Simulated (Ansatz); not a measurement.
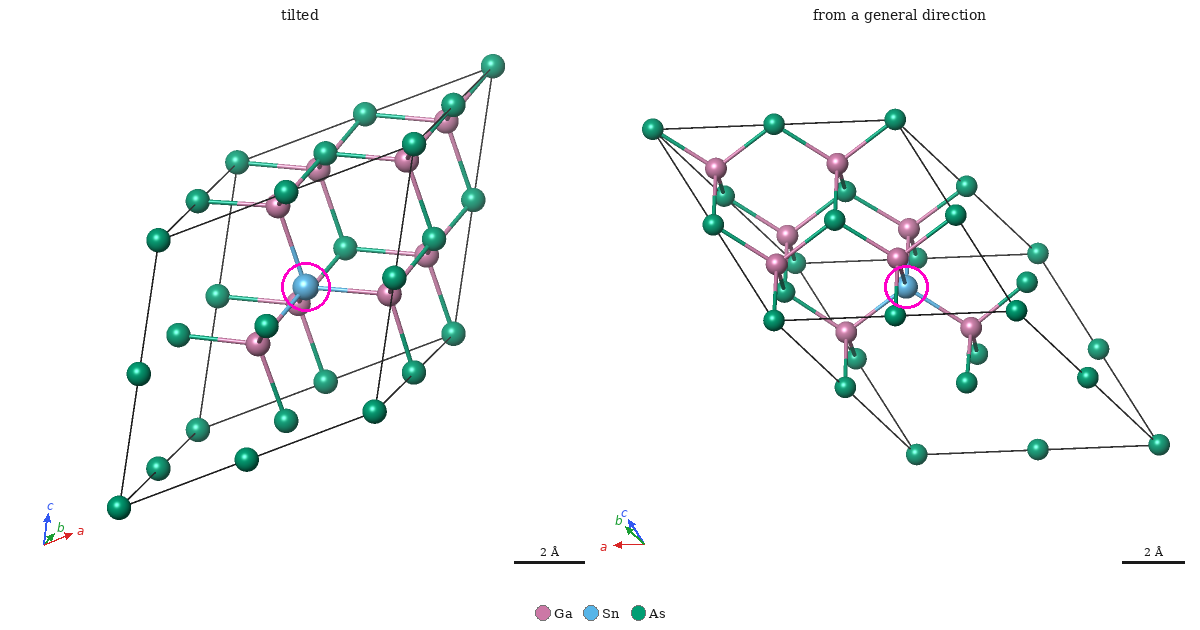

Shown here is a ball-and-stick view of the crystal, taken slightly off an axis and from a general direction. The lines enclose the supercell; boundary atoms appear with their images. The host is GaAs, in a cell of 16 sites, and the cell is neutral. A ring marks the defect's site.

Which defect is modelled here, and what are its neighbours?

Answer. Tin on an arsenic site (a substitutional impurity). It is bonded to four Ga in a tetrahedral arrangement at about 2.5 Å.

The atoms were relaxed in the host's cell with DFT LDA, scalar-relativistic, plane waves, PAW (Ansatz).
